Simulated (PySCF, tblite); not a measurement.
# C7H7BO: geometry, infrared bands and NMR shifts

Aim: predict the infrared bands and NMR shifts of C7H7BO (`C#C/C=C\OBC#CC`).

The runs use tblite 0.8.0 and PySCF 2.14.0, with density-fitted response routines of our own; the level of theory stands in each step. All values are computed, except where a source is named. Atoms are numbered from 0 throughout.

## Step 1: The starting structure

16 atoms, charge 0, multiplicity 1; geometry from: force field or distance geometry start.

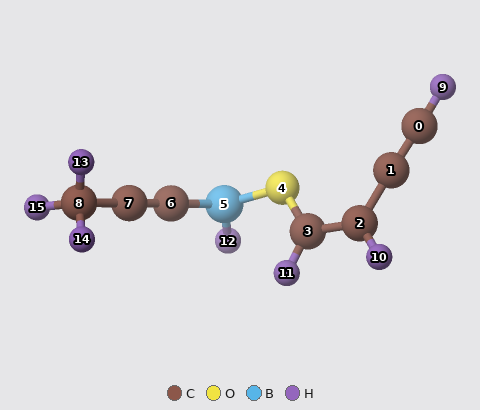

As it starts; carbon brown, oxygen yellow, boron blue, hydrogen purple, atoms numbered.

## Step 2: Geometry optimisation with GFN2-xTB

Job settings and geometry (Å):

```
{"job": {"kind": "relax", "xc": "GFN2-xTB", "basis": "xTB"}, "charge": 0, "multiplicity": 1}
C      4.294800     1.056100     0.269800
C      3.463000     0.217400    -0.003400
C      2.513300    -0.800800    -0.327300
C      1.287100    -0.493300    -0.747400
O      0.887900     0.828700    -0.851900
B     -0.518300     1.007700    -1.366500
C     -1.674600     0.745200    -0.369900
C     -2.580200     0.533700     0.408400
C     -3.671300     0.276400     1.352500
H      4.998600     1.797700     0.524800
H      2.820600    -1.828700    -0.235500
H      0.627100    -1.334900    -0.968500
H     -0.639100     0.691900    -2.505600
H     -3.409300     0.771500     2.306200
H     -3.748600    -0.801900     1.553300
H     -4.658600     0.609700     0.949800
```

Command:

```bash
> OMP_NUM_THREADS=1 python probes_run.py task.json out
```

This one command runs all jobs of the session in turn.

**Question.** This job is followed by: GFN2-xTB harmonic vibrations, gas phase; GIAO PBE0/pcSseg-1 NMR shielding, non-relativistic, gas phase. Predict these results of the whole session: strongest single infrared mode (GFN2-xTB); zero-point energy (GFN2-xTB); ¹³C shifts against TMS (PBE0/pcSseg-1); ¹H shifts against TMS (PBE0/pcSseg-1, means over atoms taken as alike); ¹⁷O shifts against H2O (PBE0/pcSseg-1); ¹¹B shifts against BF3·OEt2 (PBE0/pcSseg-1); surface potential, least and greatest.

As calculated:

| quantity | value |
| --- | --- |
| strongest single infrared mode (GFN2-xTB) | 1298 cm⁻¹, 655 km/mol |
| zero-point energy (GFN2-xTB) | 71.3 kcal/mol |
| ¹³C shifts against TMS (PBE0/pcSseg-1) | 162.0, 121.4, 100.4, 94.9, 89.3, 81.8, 6.3 ppm |
| ¹H shifts against TMS (PBE0/pcSseg-1, means over atoms taken as alike) | 7.70, 5.15, 4.77, 3.00, 2.20 ppm |
| ¹⁷O shifts against H2O (PBE0/pcSseg-1) | 259.3 ppm |
| ¹¹B shifts against BF3·OEt2 (PBE0/pcSseg-1) | 32.8 ppm |
| surface potential, least and greatest | -1.29 V and 1.19 V |

The optimisation took 167 steps and gained 1.259 eV; among the close pairs (by a distance rule), O4–B5 changed most, from 1.508 to 1.344 Å. The lowest mode is slightly imaginary (17i cm⁻¹), a soft motion within the noise of the Hessian, so the minimum is not strictly shown. The strongest single mode, at 1298 cm⁻¹, moves mainly B5 and O4. Unscaled tight-binding wavenumbers are off by several per cent, some by more. Its intensities can rank the bands wrongly. C3 (alkene carbon bearing oxygen) lies farthest downfield among carbon, at 162.0 ppm; an sp2 carbon further deshielded by the attached heteroatom. The most deshielded hydrogen is H11 (hydrogen on an alkene carbon bearing oxygen), at 7.70 ppm: olefinic region. At PBE0/pcSseg-1: The widest tensor belongs to O4: span 452 ppm, with a paramagnetic part of -315 ppm. At PBE0/pcSseg-1, counted by nearest atom on the grid, the HOMO lies on C0 26 %; C2, C3 about 20 % each, the LUMO on B5 33 %; C7 17 %.
